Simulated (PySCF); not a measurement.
**C$_{6}$H$_{11}$NOSi: density, localisation and related maps**

```xyz
20

C     2.8544   -0.1649    0.2343
C     1.4946    0.4771    0.1939
O     1.2966    1.5304   -0.4009
N     0.4947   -0.1544    0.8435
C    -0.8235    0.4323    0.9047
C    -1.9523   -0.5558    0.8010
C    -3.0646   -0.1627    0.1607
C    -3.0924    1.2184   -0.4279
Si   -1.2199    1.6225   -0.5598
H     2.8655   -1.1411    0.7380
H     3.5500    0.5154    0.7468
H     3.2162   -0.2803   -0.7968
H     0.6940   -0.9987    1.3648
H    -0.9229    1.0132    1.8468
H    -1.8747   -1.5417    1.2751
H    -3.9323   -0.8278    0.0836
H    -3.6427    1.2576   -1.3816
H    -3.6023    1.9250    0.2538
H    -0.7869    1.1062   -1.8894
H    -0.9649    3.0742   -0.3514
```

Geometry: PBE0-D3(BJ)/def2-SVP.

The calculation used PySCF 2.14.0, PBE0/pcSseg-1, SCF density, gas phase, non-relativistic.

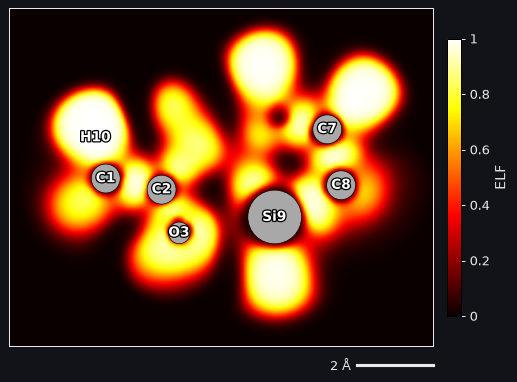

Figure 1. Electron localisation function on the plane of atoms C7, C8 and Si9. Grey discs cover the atomic cores.

Read the bonding off the picture.

Atoms in the plane: C, O, Si and H. C–O (1.23 Å): the ELF peaks at about 0.85 between the atoms; a multiple bond. C–Si (1.92 Å): the ELF peaks at about 0.95 between the atoms (localised, covalent bonding). C–C (1.50 Å): the ELF peaks at about 0.95 between the atoms: a shared electron pair. The ELF also peaks beside O3 and N4, away from the bonds: lone-pair regions.

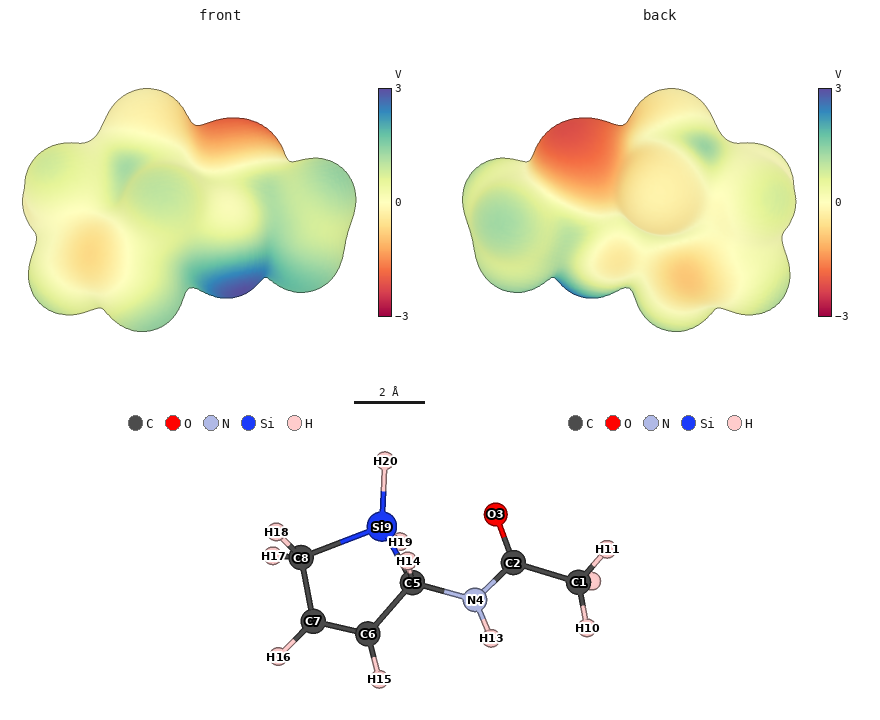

Figure 2. The electrostatic potential painted on the density surface at 0.004 e/bohr³, seen from the front and from behind; red is negative and blue positive. The bare structure is drawn below in the same view.

Describe the electrostatic potential map.

The most negative region (about −2.1 V, or −48 kcal/mol for a unit charge) lies over O3, the most positive (about +2.8 V, or +65 kcal/mol for a unit charge) over H13. O3 is the likeliest acceptor of a hydrogen bond.

What dipole moment does the calculation give?

Its dipole moment is 3.58 D.
